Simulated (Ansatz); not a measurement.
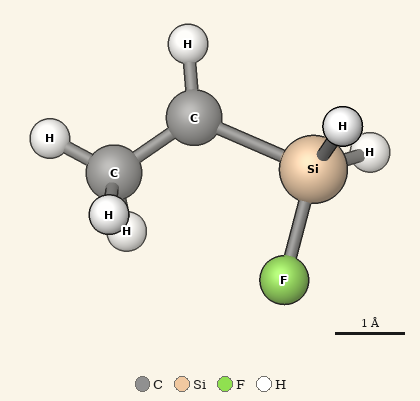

Figure 1. The structure as given in the input (ball-and-stick view, seen at a tilt). Bond lengths as drawn: C–C 1.43 Å, C–H 1.09 to 1.12 Å, C–Si 1.94 Å, F–Si 1.69 Å and H–Si 1.49 Å.

# Molecular dynamics of C2H6FSi (charge +1) (part 1 of 4)

System: C2H6FSi, charge +1.
Method: UKS PBE0-D4/6-31G (Ansatz 0.2.0).

It belongs to a series of runs on one base structure; here: dynamics from the start.

**Log**
```
Engine: ansatz 0.2.0, aarch64-unknown-linux-gnu
Functional definition: PBE0
  parameter a = 0.25
  parameter kappa = 0.804
  parameter beta = 0.06672455060314922
  exchange = (1 - a)*pbe_x(kappa = kappa, mu = beta*pi^2/3) + a*exact_x
  correlation = pbe_c(beta = beta)
719 factors; integrals over basis functions are off by at most 2.1e-4 eV
mean field evaluation 1: about -12737.7268 eV, gradient 4.8e1 eV
mean field evaluation 2: about -12714.9557 eV, gradient 9.4e1 eV
mean field evaluation 4: about -12746.4968 eV, gradient 4.7e0 eV
mean field evaluation 8: about -12746.5949 eV, gradient 5.3e-2 eV
mean field -12746.59487655 eV, -468.4287217607 hartree, gradient 4.6e-5 eV, S^2 0.000000; 0 other end points of the search recorded, 0 dependent functions left out
the calculation of the forces begins
reference -12746.59490183 eV, -468.4287226899 hartree; 20, 20 occupied and 32, 32 virtual orbitals, 719 factors
md step     0: t =     0.00 fs  T =   270.0 K  F+E_penalty+E_count = -12746.71463557 eV  E_kin = 0.349002 eV  (27 SCF iters)
these checks for a lower state are left out or cut short: starts, cluster_reference, orbital_swaps, neighbouring_geometries, increment
719 factors; integrals over basis functions are off by at most 2.1e-4 eV
mean field evaluation 16: about -12746.5976 eV, gradient 1.4e-3 eV
mean field -12746.59028966 eV, -468.4285531959 hartree, gradient 2.1e-5 eV, S^2 0.000000; 0 other end points of the search recorded, 0 dependent functions left out
the calculation of the forces begins
reference -12746.59031494 eV, -468.4285541247 hartree; 20, 20 occupied and 32, 32 virtual orbitals, 719 factors
md step     1: t =     0.50 fs  T =   271.5 K  F+E_penalty+E_count = -12746.71011116 eV  E_kin = 0.350986 eV  (28 SCF iters)
[... from here on the SCF iterations and repeated set-up lines of each step are left out, up to the last step ...]
md step     2: t =     1.00 fs  T =   266.8 K  F+E_penalty+E_count = -12746.69781838 eV  E_kin = 0.344877 eV  (28 SCF iters)
md step     3: t =     1.50 fs  T =   252.6 K  F+E_penalty+E_count = -12746.67917330 eV  E_kin = 0.326454 eV  (28 SCF iters)
md step     4: t =     2.00 fs  T =   235.5 K  F+E_penalty+E_count = -12746.65615452 eV  E_kin = 0.304371 eV  (26 SCF iters)
md step     5: t =     2.50 fs  T =   216.4 K  F+E_penalty+E_count = -12746.63201243 eV  E_kin = 0.279671 eV  (26 SCF iters)
md step     6: t =     3.00 fs  T =   192.2 K  F+E_penalty+E_count = -12746.61124826 eV  E_kin = 0.248404 eV  (26 SCF iters)
md step     7: t =     3.50 fs  T =   170.4 K  F+E_penalty+E_count = -12746.59768521 eV  E_kin = 0.220217 eV  (26 SCF iters)
md step     8: t =     4.00 fs  T =   171.4 K  F+E_penalty+E_count = -12746.58977464 eV  E_kin = 0.221552 eV  (26 SCF iters)
md step     9: t =     4.50 fs  T =   160.0 K  F+E_penalty+E_count = -12746.58525888 eV  E_kin = 0.206753 eV  (27 SCF iters)
md step    10: t =     5.00 fs  T =   156.5 K  F+E_penalty+E_count = -12746.58236418 eV  E_kin = 0.202314 eV  (28 SCF iters)
md step    11: t =     5.50 fs  T =   169.6 K  F+E_penalty+E_count = -12746.57734572 eV  E_kin = 0.219280 eV  (29 SCF iters)
md step    12: t =     6.00 fs  T =   156.5 K  F+E_penalty+E_count = -12746.56970337 eV  E_kin = 0.202278 eV  (28 SCF iters)
md step    13: t =     6.50 fs  T =   149.2 K  F+E_penalty+E_count = -12746.56128454 eV  E_kin = 0.192838 eV  (28 SCF iters)
md step    14: t =     7.00 fs  T =   155.2 K  F+E_penalty+E_count = -12746.55350489 eV  E_kin = 0.200573 eV  (26 SCF iters)
md step    15: t =     7.50 fs  T =   163.5 K  F+E_penalty+E_count = -12746.54764789 eV  E_kin = 0.211385 eV  (26 SCF iters)
md step    16: t =     8.00 fs  T =   157.2 K  F+E_penalty+E_count = -12746.54504530 eV  E_kin = 0.203156 eV  (26 SCF iters)
md step    17: t =     8.50 fs  T =   160.8 K  F+E_penalty+E_count = -12746.54544298 eV  E_kin = 0.207877 eV  (26 SCF iters)
md step    18: t =     9.00 fs  T =   177.6 K  F+E_penalty+E_count = -12746.54896575 eV  E_kin = 0.229519 eV  (28 SCF iters)
md step    19: t =     9.50 fs  T =   193.9 K  F+E_penalty+E_count = -12746.55373118 eV  E_kin = 0.250584 eV  (28 SCF iters)
md step    20: t =    10.00 fs  T =   194.4 K  F+E_penalty+E_count = -12746.55595187 eV  E_kin = 0.251266 eV  (28 SCF iters)
md step    21: t =    10.50 fs  T =   200.7 K  F+E_penalty+E_count = -12746.55398853 eV  E_kin = 0.259432 eV  (27 SCF iters)
md step    22: t =    11.00 fs  T =   206.6 K  F+E_penalty+E_count = -12746.54930590 eV  E_kin = 0.267004 eV  (28 SCF iters)
md step    23: t =    11.50 fs  T =   194.1 K  F+E_penalty+E_count = -12746.54413206 eV  E_kin = 0.250942 eV  (28 SCF iters)
md step    24: t =    12.00 fs  T =   199.5 K  F+E_penalty+E_count = -12746.53999165 eV  E_kin = 0.257901 eV  (28 SCF iters)
md step    25: t =    12.50 fs  T =   191.8 K  F+E_penalty+E_count = -12746.53732421 eV  E_kin = 0.247901 eV  (26 SCF iters)
md step    26: t =    13.00 fs  T =   194.0 K  F+E_penalty+E_count = -12746.53586717 eV  E_kin = 0.250827 eV  (26 SCF iters)
md step    27: t =    13.50 fs  T =   188.6 K  F+E_penalty+E_count = -12746.53821959 eV  E_kin = 0.243763 eV  (25 SCF iters)
md step    28: t =    14.00 fs  T =   198.3 K  F+E_penalty+E_count = -12746.54407425 eV  E_kin = 0.256328 eV  (28 SCF iters)
md step    29: t =    14.50 fs  T =   198.4 K  F+E_penalty+E_count = -12746.54885344 eV  E_kin = 0.256485 eV  (28 SCF iters)
md step    30: t =    15.00 fs  T =   185.5 K  F+E_penalty+E_count = -12746.55080595 eV  E_kin = 0.239812 eV  (28 SCF iters)
md step    31: t =    15.50 fs  T =   205.1 K  F+E_penalty+E_count = -12746.54798334 eV  E_kin = 0.265118 eV  (27 SCF iters)
md step    32: t =    16.00 fs  T =   201.0 K  F+E_penalty+E_count = -12746.53864084 eV  E_kin = 0.259756 eV  (27 SCF iters)
md step    33: t =    16.50 fs  T =   181.7 K  F+E_penalty+E_count = -12746.52547128 eV  E_kin = 0.234812 eV  (27 SCF iters)
md step    34: t =    17.00 fs  T =   173.1 K  F+E_penalty+E_count = -12746.51145112 eV  E_kin = 0.223734 eV  (27 SCF iters)
md step    35: t =    17.50 fs  T =   167.2 K  F+E_penalty+E_count = -12746.49875826 eV  E_kin = 0.216083 eV  (25 SCF iters)
md step    36: t =    18.00 fs  T =   156.6 K  F+E_penalty+E_count = -12746.49008094 eV  E_kin = 0.202393 eV  (25 SCF iters)
md step    37: t =    18.50 fs  T =   148.1 K  F+E_penalty+E_count = -12746.48872500 eV  E_kin = 0.191390 eV  (26 SCF iters)
md step    38: t =    19.00 fs  T =   151.2 K  F+E_penalty+E_count = -12746.49542265 eV  E_kin = 0.195404 eV  (26 SCF iters)
md step    39: t =    19.50 fs  T =   177.8 K  F+E_penalty+E_count = -12746.50938986 eV  E_kin = 0.229782 eV  (27 SCF iters)
md step    40: t =    20.00 fs  T =   209.5 K  F+E_penalty+E_count = -12746.52702987 eV  E_kin = 0.270750 eV  (28 SCF iters)
md step    41: t =    20.50 fs  T =   214.4 K  F+E_penalty+E_count = -12746.54349956 eV  E_kin = 0.277188 eV  (27 SCF iters)
md step    42: t =    21.00 fs  T =   219.6 K  F+E_penalty+E_count = -12746.55509054 eV  E_kin = 0.283798 eV  (28 SCF iters)
md step    43: t =    21.50 fs  T =   227.0 K  F+E_penalty+E_count = -12746.55930603 eV  E_kin = 0.293477 eV  (28 SCF iters)
md step    44: t =    22.00 fs  T =   202.1 K  F+E_penalty+E_count = -12746.55588302 eV  E_kin = 0.261257 eV  (27 SCF iters)
md step    45: t =    22.50 fs  T =   198.7 K  F+E_penalty+E_count = -12746.54738812 eV  E_kin = 0.256837 eV  (28 SCF iters)
md step    46: t =    23.00 fs  T =   196.9 K  F+E_penalty+E_count = -12746.53676731 eV  E_kin = 0.254510 eV  (26 SCF iters)
md step    47: t =    23.50 fs  T =   196.3 K  F+E_penalty+E_count = -12746.52726739 eV  E_kin = 0.253733 eV  (26 SCF iters)
md step    48: t =    24.00 fs  T =   186.4 K  F+E_penalty+E_count = -12746.51949228 eV  E_kin = 0.240923 eV  (26 SCF iters)
md step    49: t =    24.50 fs  T =   193.2 K  F+E_penalty+E_count = -12746.51491744 eV  E_kin = 0.249785 eV  (26 SCF iters)
md step    50: t =    25.00 fs  T =   196.1 K  F+E_penalty+E_count = -12746.51350517 eV  E_kin = 0.253429 eV  (26 SCF iters)
md step    51: t =    25.50 fs  T =   196.3 K  F+E_penalty+E_count = -12746.51328530 eV  E_kin = 0.253706 eV  (27 SCF iters)
md step    52: t =    26.00 fs  T =   191.9 K  F+E_penalty+E_count = -12746.51230735 eV  E_kin = 0.248021 eV  (28 SCF iters)
md step    53: t =    26.50 fs  T =   185.2 K  F+E_penalty+E_count = -12746.50794026 eV  E_kin = 0.239360 eV  (28 SCF iters)
md step    54: t =    27.00 fs  T =   166.7 K  F+E_penalty+E_count = -12746.50109026 eV  E_kin = 0.215486 eV  (28 SCF iters)
md step    55: t =    27.50 fs  T =   163.8 K  F+E_penalty+E_count = -12746.49321783 eV  E_kin = 0.211772 eV  (28 SCF iters)
md step    56: t =    28.00 fs  T =   171.4 K  F+E_penalty+E_count = -12746.48572009 eV  E_kin = 0.221501 eV  (27 SCF iters)
md step    57: t =    28.50 fs  T =   167.8 K  F+E_penalty+E_count = -12746.47983506 eV  E_kin = 0.216857 eV  (26 SCF iters)
md step    58: t =    29.00 fs  T =   163.2 K  F+E_penalty+E_count = -12746.47626939 eV  E_kin = 0.210957 eV  (26 SCF iters)
md step    59: t =    29.50 fs  T =   167.5 K  F+E_penalty+E_count = -12746.47710013 eV  E_kin = 0.216538 eV  (26 SCF iters)
md step    60: t =    30.00 fs  T =   180.4 K  F+E_penalty+E_count = -12746.48383969 eV  E_kin = 0.233193 eV  (28 SCF iters)
md step    61: t =    30.50 fs  T =   189.6 K  F+E_penalty+E_count = -12746.49398427 eV  E_kin = 0.245039 eV  (28 SCF iters)
md step    62: t =    31.00 fs  T =   190.9 K  F+E_penalty+E_count = -12746.50298762 eV  E_kin = 0.246748 eV  (27 SCF iters)
md step    63: t =    31.50 fs  T =   188.6 K  F+E_penalty+E_count = -12746.50908051 eV  E_kin = 0.243846 eV  (27 SCF iters)
md step    64: t =    32.00 fs  T =   193.5 K  F+E_penalty+E_count = -12746.51168187 eV  E_kin = 0.250157 eV  (27 SCF iters)
md step    65: t =    32.50 fs  T =   187.2 K  F+E_penalty+E_count = -12746.51094682 eV  E_kin = 0.241969 eV  (27 SCF iters)
md step    66: t =    33.00 fs  T =   184.3 K  F+E_penalty+E_count = -12746.50950422 eV  E_kin = 0.238198 eV  (28 SCF iters)
md step    67: t =    33.50 fs  T =   199.8 K  F+E_penalty+E_count = -12746.51106726 eV  E_kin = 0.258295 eV  (28 SCF iters)
md step    68: t =    34.00 fs  T =   195.9 K  F+E_penalty+E_count = -12746.51796044 eV  E_kin = 0.253249 eV  (28 SCF iters)
md step    69: t =    34.50 fs  T =   191.0 K  F+E_penalty+E_count = -12746.52892286 eV  E_kin = 0.246937 eV  (27 SCF iters)
md step    70: t =    35.00 fs  T =   194.0 K  F+E_penalty+E_count = -12746.54195770 eV  E_kin = 0.250752 eV  (27 SCF iters)
md step    71: t =    35.50 fs  T =   215.4 K  F+E_penalty+E_count = -12746.55565599 eV  E_kin = 0.278422 eV  (27 SCF iters)
md step    72: t =    36.00 fs  T =   231.5 K  F+E_penalty+E_count = -12746.56848275 eV  E_kin = 0.299262 eV  (27 SCF iters)
md step    73: t =    36.50 fs  T =   259.6 K  F+E_penalty+E_count = -12746.57609764 eV  E_kin = 0.335597 eV  (27 SCF iters)
md step    74: t =    37.00 fs  T =   254.3 K  F+E_penalty+E_count = -12746.57637613 eV  E_kin = 0.328684 eV  (27 SCF iters)
md step    75: t =    37.50 fs  T =   235.3 K  F+E_penalty+E_count = -12746.57218495 eV  E_kin = 0.304098 eV  (27 SCF iters)
md step    76: t =    38.00 fs  T =   227.9 K  F+E_penalty+E_count = -12746.56498524 eV  E_kin = 0.294524 eV  (27 SCF iters)
md step    77: t =    38.50 fs  T =   217.1 K  F+E_penalty+E_count = -12746.55641499 eV  E_kin = 0.280682 eV  (27 SCF iters)
md step    78: t =    39.00 fs  T =   221.9 K  F+E_penalty+E_count = -12746.55044547 eV  E_kin = 0.286804 eV  (28 SCF iters)
md step    79: t =    39.50 fs  T =   234.7 K  F+E_penalty+E_count = -12746.55090299 eV  E_kin = 0.303428 eV  (28 SCF iters)
md step    80: t =    40.00 fs  T =   244.8 K  F+E_penalty+E_count = -12746.55950374 eV  E_kin = 0.316379 eV  (28 SCF iters)
md step    81: t =    40.50 fs  T =   258.0 K  F+E_penalty+E_count = -12746.57206172 eV  E_kin = 0.333500 eV  (27 SCF iters)
md step    82: t =    41.00 fs  T =   270.6 K  F+E_penalty+E_count = -12746.58410933 eV  E_kin = 0.349726 eV  (28 SCF iters)
md step    83: t =    41.50 fs  T =   271.1 K  F+E_penalty+E_count = -12746.59246562 eV  E_kin = 0.350479 eV  (28 SCF iters)
md step    84: t =    42.00 fs  T =   291.2 K  F+E_penalty+E_count = -12746.59537806 eV  E_kin = 0.376447 eV  (27 SCF iters)
md step    85: t =    42.50 fs  T =   271.4 K  F+E_penalty+E_count = -12746.59186070 eV  E_kin = 0.350872 eV  (27 SCF iters)
md step    86: t =    43.00 fs  T =   253.5 K  F+E_penalty+E_count = -12746.58273843 eV  E_kin = 0.327611 eV  (27 SCF iters)
md step    87: t =    43.50 fs  T =   255.3 K  F+E_penalty+E_count = -12746.57143010 eV  E_kin = 0.329989 eV  (28 SCF iters)
md step    88: t =    44.00 fs  T =   250.0 K  F+E_penalty+E_count = -12746.56252854 eV  E_kin = 0.323195 eV  (28 SCF iters)
md step    89: t =    44.50 fs  T =   240.4 K  F+E_penalty+E_count = -12746.55678037 eV  E_kin = 0.310684 eV  (28 SCF iters)
md step    90: t =    45.00 fs  T =   227.4 K  F+E_penalty+E_count = -12746.55324142 eV  E_kin = 0.293897 eV  (28 SCF iters)
md step    91: t =    45.50 fs  T =   232.5 K  F+E_penalty+E_count = -12746.55326893 eV  E_kin = 0.300556 eV  (28 SCF iters)
md step    92: t =    46.00 fs  T =   228.1 K  F+E_penalty+E_count = -12746.55497357 eV  E_kin = 0.294779 eV  (27 SCF iters)
md step    93: t =    46.50 fs  T =   219.6 K  F+E_penalty+E_count = -12746.55771512 eV  E_kin = 0.283863 eV  (27 SCF iters)
md step    94: t =    47.00 fs  T =   222.1 K  F+E_penalty+E_count = -12746.55971927 eV  E_kin = 0.287073 eV  (27 SCF iters)
md step    95: t =    47.50 fs  T =   224.3 K  F+E_penalty+E_count = -12746.56001253 eV  E_kin = 0.289991 eV  (27 SCF iters)
md step    96: t =    48.00 fs  T =   233.3 K  F+E_penalty+E_count = -12746.55764810 eV  E_kin = 0.301558 eV  (28 SCF iters)
md step    97: t =    48.50 fs  T =   228.7 K  F+E_penalty+E_count = -12746.55215652 eV  E_kin = 0.295605 eV  (29 SCF iters)
md step    98: t =    49.00 fs  T =   210.3 K  F+E_penalty+E_count = -12746.54711628 eV  E_kin = 0.271790 eV  (29 SCF iters)
md step    99: t =    49.50 fs  T =   218.2 K  F+E_penalty+E_count = -12746.54807868 eV  E_kin = 0.282057 eV  (29 SCF iters)
md step   100: t =    50.00 fs  T =   214.5 K  F+E_penalty+E_count = -12746.55804012 eV  E_kin = 0.277219 eV  (28 SCF iters)
md step   101: t =    50.50 fs  T =   215.5 K  F+E_penalty+E_count = -12746.57441819 eV  E_kin = 0.278550 eV  (27 SCF iters)
md step   102: t =    51.00 fs  T =   225.6 K  F+E_penalty+E_count = -12746.59365853 eV  E_kin = 0.291673 eV  (28 SCF iters)
md step   103: t =    51.50 fs  T =   241.0 K  F+E_penalty+E_count = -12746.61355598 eV  E_kin = 0.311460 eV  (28 SCF iters)
md step   104: t =    52.00 fs  T =   269.6 K  F+E_penalty+E_count = -12746.62951060 eV  E_kin = 0.348495 eV  (28 SCF iters)
md step   105: t =    52.50 fs  T =   286.4 K  F+E_penalty+E_count = -12746.63640020 eV  E_kin = 0.370245 eV  (28 SCF iters)
md step   106: t =    53.00 fs  T =   294.6 K  F+E_penalty+E_count = -12746.63340309 eV  E_kin = 0.380803 eV  (27 SCF iters)
md step   107: t =    53.50 fs  T =   266.7 K  F+E_penalty+E_count = -12746.62313233 eV  E_kin = 0.344724 eV  (27 SCF iters)
md step   108: t =    54.00 fs  T =   244.0 K  F+E_penalty+E_count = -12746.60887537 eV  E_kin = 0.315434 eV  (27 SCF iters)
md step   109: t =    54.50 fs  T =   231.2 K  F+E_penalty+E_count = -12746.59335434 eV  E_kin = 0.298864 eV  (26 SCF iters)
md step   110: t =    55.00 fs  T =   214.9 K  F+E_penalty+E_count = -12746.58169311 eV  E_kin = 0.277821 eV  (27 SCF iters)
md step   111: t =    55.50 fs  T =   218.4 K  F+E_penalty+E_count = -12746.57659233 eV  E_kin = 0.282249 eV  (27 SCF iters)
md step   112: t =    56.00 fs  T =   209.8 K  F+E_penalty+E_count = -12746.57819392 eV  E_kin = 0.271173 eV  (27 SCF iters)
md step   113: t =    56.50 fs  T =   212.6 K  F+E_penalty+E_count = -12746.58465451 eV  E_kin = 0.274771 eV  (27 SCF iters)
md step   114: t =    57.00 fs  T =   223.3 K  F+E_penalty+E_count = -12746.59196243 eV  E_kin = 0.288647 eV  (27 SCF iters)
md step   115: t =    57.50 fs  T =   224.1 K  F+E_penalty+E_count = -12746.59705316 eV  E_kin = 0.289708 eV  (26 SCF iters)
md step   116: t =    58.00 fs  T =   226.1 K  F+E_penalty+E_count = -12746.59695165 eV  E_kin = 0.292216 eV  (27 SCF iters)
md step   117: t =    58.50 fs  T =   236.8 K  F+E_penalty+E_count = -12746.58953081 eV  E_kin = 0.306126 eV  (26 SCF iters)
md step   118: t =    59.00 fs  T =   222.0 K  F+E_penalty+E_count = -12746.57600905 eV  E_kin = 0.286968 eV  (27 SCF iters)
md step   119: t =    59.50 fs  T =   214.3 K  F+E_penalty+E_count = -12746.55903183 eV  E_kin = 0.277013 eV  (26 SCF iters)
md step   120: t =    60.00 fs  T =   199.6 K  F+E_penalty+E_count = -12746.54049348 eV  E_kin = 0.257994 eV  (27 SCF iters)
md step   121: t =    60.50 fs  T =   196.1 K  F+E_penalty+E_count = -12746.52381132 eV  E_kin = 0.253517 eV  (27 SCF iters)
md step   122: t =    61.00 fs  T =   185.7 K  F+E_penalty+E_count = -12746.51344302 eV  E_kin = 0.240028 eV  (27 SCF iters)
md step   123: t =    61.50 fs  T =   175.4 K  F+E_penalty+E_count = -12746.51531670 eV  E_kin = 0.226673 eV  (25 SCF iters)
md step   124: t =    62.00 fs  T =   185.7 K  F+E_penalty+E_count = -12746.52980345 eV  E_kin = 0.240070 eV  (27 SCF iters)
md step   125: t =    62.50 fs  T =   202.2 K  F+E_penalty+E_count = -12746.54870024 eV  E_kin = 0.261411 eV  (27 SCF iters)
md step   126: t =    63.00 fs  T =   229.8 K  F+E_penalty+E_count = -12746.56249984 eV  E_kin = 0.297020 eV  (26 SCF iters)
md step   127: t =    63.50 fs  T =   220.2 K  F+E_penalty+E_count = -12746.56558607 eV  E_kin = 0.284567 eV  (27 SCF iters)
md step   128: t =    64.00 fs  T =   221.7 K  F+E_penalty+E_count = -12746.55827072 eV  E_kin = 0.286562 eV  (27 SCF iters)
md step   129: t =    64.50 fs  T =   200.6 K  F+E_penalty+E_count = -12746.54210650 eV  E_kin = 0.259285 eV  (27 SCF iters)
md step   130: t =    65.00 fs  T =   191.0 K  F+E_penalty+E_count = -12746.52317216 eV  E_kin = 0.246843 eV  (27 SCF iters)
md step   131: t =    65.50 fs  T =   182.8 K  F+E_penalty+E_count = -12746.50680151 eV  E_kin = 0.236343 eV  (27 SCF iters)
md step   132: t =    66.00 fs  T =   172.9 K  F+E_penalty+E_count = -12746.49545234 eV  E_kin = 0.223496 eV  (26 SCF iters)
md step   133: t =    66.50 fs  T =   168.6 K  F+E_penalty+E_count = -12746.48914989 eV  E_kin = 0.217967 eV  (26 SCF iters)
md step   134: t =    67.00 fs  T =   161.8 K  F+E_penalty+E_count = -12746.48682927 eV  E_kin = 0.209157 eV  (26 SCF iters)
md step   135: t =    67.50 fs  T =   151.6 K  F+E_penalty+E_count = -12746.48852370 eV  E_kin = 0.195961 eV  (26 SCF iters)
md step   136: t =    68.00 fs  T =   156.4 K  F+E_penalty+E_count = -12746.49249299 eV  E_kin = 0.202164 eV  (27 SCF iters)
md step   137: t =    68.50 fs  T =   155.4 K  F+E_penalty+E_count = -12746.49448535 eV  E_kin = 0.200840 eV  (26 SCF iters)
md step   138: t =    69.00 fs  T =   145.1 K  F+E_penalty+E_count = -12746.49137897 eV  E_kin = 0.187512 eV  (26 SCF iters)
md step   139: t =    69.50 fs  T =   145.8 K  F+E_penalty+E_count = -12746.48229109 eV  E_kin = 0.188498 eV  (26 SCF iters)
md step   140: t =    70.00 fs  T =   145.3 K  F+E_penalty+E_count = -12746.46971746 eV  E_kin = 0.187812 eV  (27 SCF iters)
md step   141: t =    70.50 fs  T =   128.7 K  F+E_penalty+E_count = -12746.45850535 eV  E_kin = 0.166322 eV  (27 SCF iters)
these checks for a lower state are left out or cut short: starts, cluster_reference, orbital_swaps, neighbouring_geometries, increment
719 factors; integrals over basis functions are off by at most 2.0e-4 eV
mean field -12746.33638960 eV, -468.4192225407 hartree, gradient 1.6e-5 eV, S^2 0.000000; 0 other end points of the search recorded, 0 dependent functions left out
the calculation of the forces begins
reference -12746.33641501 eV, -468.4192234745 hartree; 20, 20 occupied and 32, 32 virtual orbitals, 719 factors
719 factors; integrals over basis functions are off by at most 2.0e-4 eV
mean field -12746.33638960 eV, -468.4192225407 hartree, gradient 1.6e-5 eV, S^2 0.000000; 1 other end points of the search recorded, 0 dependent functions left out
the calculation of the forces begins
reference -12746.33641501 eV, -468.4192234745 hartree; 20, 20 occupied and 32, 32 virtual orbitals, 719 factors
md step   142: t =    71.00 fs  T =   131.2 K  F+E_penalty+E_count = -12746.45469163 eV  E_kin = 0.169633 eV  (28 SCF iters)
```

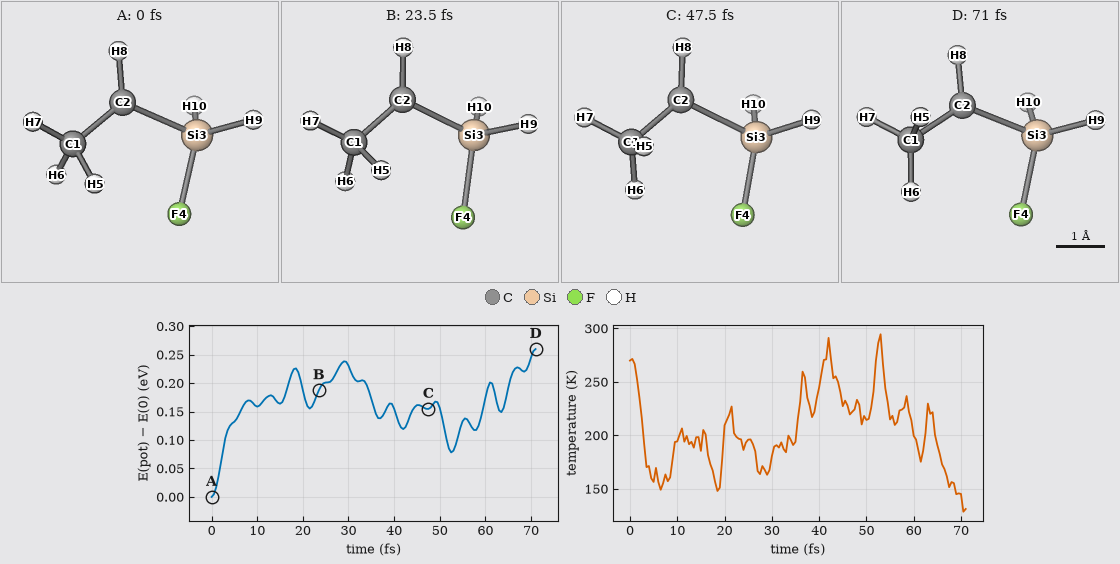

Figure 2. Frames of the molecular dynamics (ball-and-stick, seen at a tilt) above the curves, on which the letters mark them. The trajectory kept here has 143 frames over 71 fs. The temperature starts at 270 K, ranges from 129 to 295 K and averages 218 K over the second half. The potential energy ends 0.260 eV above its first value. After an unweighted best fit of the last frame on the first, the root-mean-square displacement is 0.54 Å, and H5 has moved furthest (1.06 Å).
